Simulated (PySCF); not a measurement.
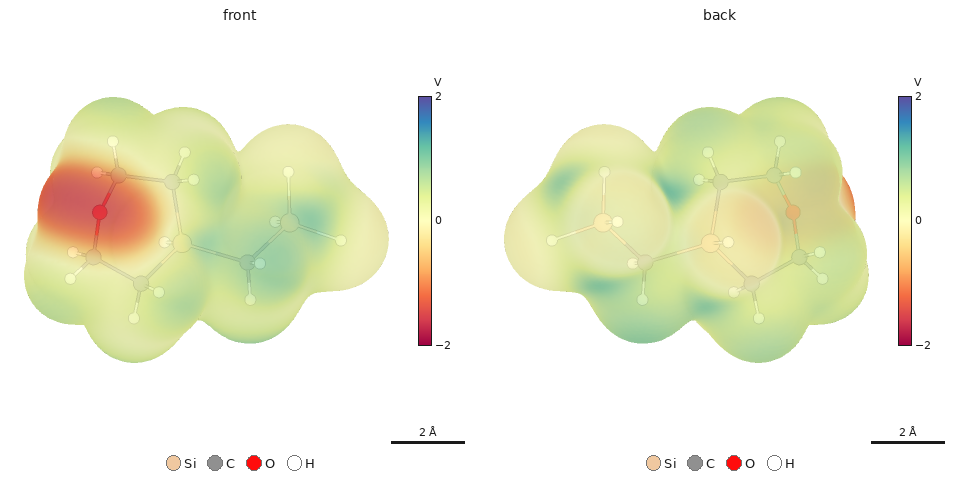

C5H14OSi2. The molecular electrostatic potential painted on the density surface at 0.002 e/bohr³, seen from the front and from behind; the colour scale runs from red (negative) to blue (positive).

Geometry: PBE0-D3(BJ)/def2-SVP.

Method: PBE0/pcSseg-1, SCF density, gas phase, non-relativistic (PySCF).

```yaml
atoms:
  - { symbol: Si, position_ang: [3.1929, 0.7977, 0.6776] }
  - { symbol: C, position_ang: [1.8768, -0.5315, 0.8732] }
  - { symbol: Si, position_ang: [0.2194, -0.1344, 0.0784] }
  - { symbol: C, position_ang: [-1.0796, -1.4827, 0.3136] }
  - { symbol: C, position_ang: [-2.4712, -0.9053, 0.0380] }
  - { symbol: O, position_ang: [-2.7745, 0.2169, 0.8238] }
  - { symbol: C, position_ang: [-2.0979, 1.3956, 0.4721] }
  - { symbol: C, position_ang: [-0.6119, 1.3786, 0.8401] }
  - { symbol: H, position_ang: [3.4783, 1.0398, -0.7704] }
  - { symbol: H, position_ang: [2.7278, 2.0856, 1.2811] }
  - { symbol: H, position_ang: [4.4689, 0.4026, 1.3504] }
  - { symbol: H, position_ang: [2.2649, -1.4721, 0.4444] }
  - { symbol: H, position_ang: [1.7173, -0.7131, 1.9505] }
  - { symbol: H, position_ang: [0.4186, 0.1007, -1.3907] }
  - { symbol: H, position_ang: [-1.0386, -1.8444, 1.3556] }
  - { symbol: H, position_ang: [-0.8906, -2.3507, -0.3391] }
  - { symbol: H, position_ang: [-2.5665, -0.6516, -1.0393] }
  - { symbol: H, position_ang: [-3.2511, -1.6504, 0.2616] }
  - { symbol: H, position_ang: [-2.6188, 2.2103, 0.9995] }
  - { symbol: H, position_ang: [-2.2136, 1.5890, -0.6157] }
  - { symbol: H, position_ang: [-0.5123, 1.3223, 1.9381] }
  - { symbol: H, position_ang: [-0.1293, 2.3168, 0.5220] }
```

Describe the electrostatic potential map.

Answer. The most negative region (about −1.6 V) lies over O6, the most positive (about +1.0 V) over Si1, Si3 and H12. O6 is the likeliest acceptor of a hydrogen bond.
